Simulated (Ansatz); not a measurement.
# Tunnelling from Mg(0001) to Mg(0001): the current at the widest gap

Three vacuum gaps between Mg(0001) and Mg(0001) are known. What current density flows at 0.25 V across 6.5 Å?

Set-up. Ansatz 0.2.0, plane waves with PAW datasets, PBE; a slab with two metal leads whose outer parts are reservoirs, with density and current solved under bias (Landauer, 300 K). The gap is counted from plane to plane of nuclei, and atoms stay on ideal sites.

Results; the value marked ? is to be predicted:

```
gap (Å)  drop between the leads' cuts at 0.25 V (V)  current density at 0.25 V (A/m²)
    3.5                                      0.0871                         1.34×10¹⁴
    4.5                                       0.200                         4.57×10¹³
    5.5                                       0.239                         1.01×10¹³
    6.5                                       0.247                                 ?
```

Worked fit:

Tunnelling falls as exp(−βd). From 3.5 to 4.5 Å, β = ln(1.34×10¹⁴/4.57×10¹³)/1 = 1.07 Å⁻¹, and from 4.5 to 5.5 Å it is 1.51 Å⁻¹; the slope still steepens as the gap leaves contact, so the wider pair is taken. Then 1.01×10¹³ × exp(−1.51 × 1). Predicted: 2.22×10¹² A/m².

Check against the run:

1.77×10¹² A/m², so the prediction is 25 % too high. The last step has β = 1.74 Å⁻¹, an apparent barrier ħ²β²/8m of 2.9 eV: the decay of this current is still steepening. The conductances at 0 V give β = 1.53 and 1.77 Å⁻¹ for the last two steps.

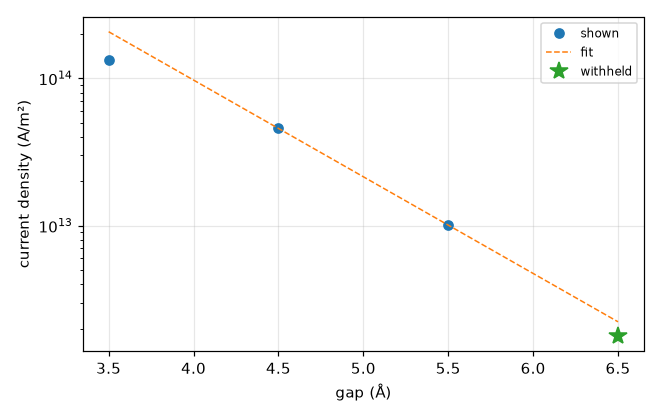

Current density against the gap.

Caveats: On every other k-point the currents of these runs, at any bias, move by up to 13 %. A semilocal functional lacks the image potential's tail.

[Logs are printed without paths, hosts, clocks, repeated set-up lines and the standing remarks that a program may print on its own settings, such as how far it seeks lower states.]
